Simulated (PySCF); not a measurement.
System: C5H11OS (doublet).

```xyz
18

C     2.7663   -0.0417   -0.8907
O     1.7614    0.0589    0.0811
C     0.9165   -1.0178    0.1806
C    -0.2242   -0.8830    1.1115
C    -1.5053   -0.3195    0.4485
C    -1.2955    1.1119   -0.0069
S    -2.7387    1.7716   -0.9130
H     3.3210    0.8947   -0.8642
H     3.4448   -0.8746   -0.6739
H     2.3415   -0.1864   -1.8911
H     0.8777   -1.7018   -0.6538
H     0.0683   -0.2192    1.9266
H    -0.4688   -1.8647    1.5252
H    -1.7754   -0.9413   -0.4075
H    -2.3250   -0.3620    1.1705
H    -0.4693    1.1796   -0.7126
H    -1.0926    1.7733    0.8354
H    -3.6114    1.6284    0.0826
```

Geometry: GFN2-xTB.

These are results of PySCF 2.14.0, density-fitted response routines, UKS B3LYP, pcH-1 on C H O S, non-relativistic, mean-field spin-orbit, GIAO, not measurements.

**What can the converged electron density, electron localisation function and spin density tell about the bonding?**

C–S (1.83 Å): the density is about 1.2 e/Å³ at the midpoint; the ELF peaks at about 0.90 between the atoms; a covalent bond.
C–H (1.09 Å): ρ at the midpoint is about 2 e/Å³; the ELF climbs to about 1 towards the hydrogen, as it does in any bond to H (an ordinary covalent bond to hydrogen).
C–C (1.55 Å): ρ at the midpoint is about 1.6 e/Å³; the ELF peaks at about 0.95 between the atoms (localised, covalent bonding).
The unpaired spin (1 electron) lies mostly on C3 (about 0.6) and O2 (about 0.2), in electrons by Hirshfeld's partition.

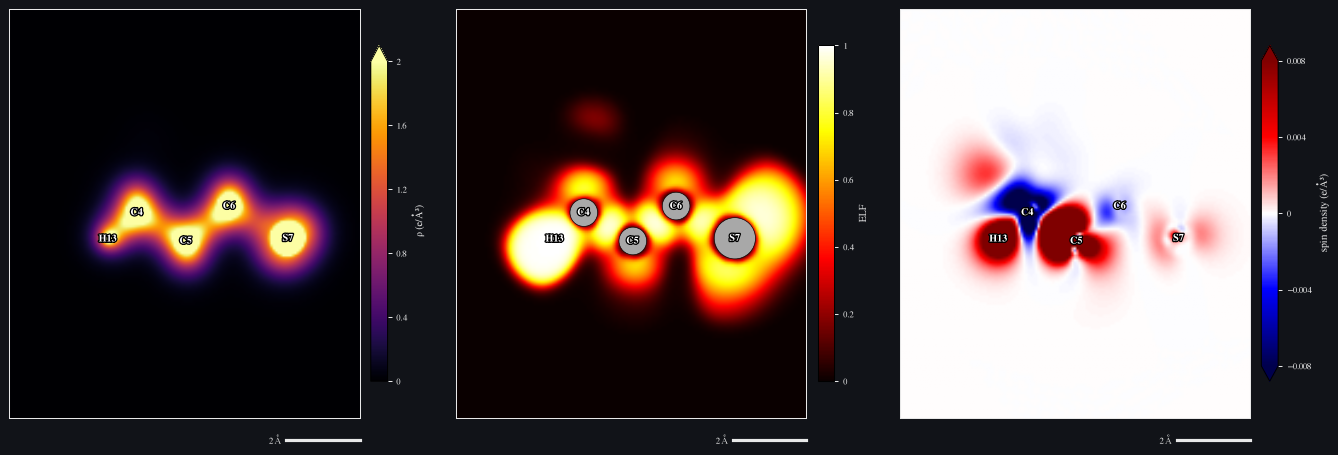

Computed electron density, electron localisation function and spin density on the plane of atoms C5, C6 and S7, in this order. Grey discs cover the atomic cores in the ELF map. 
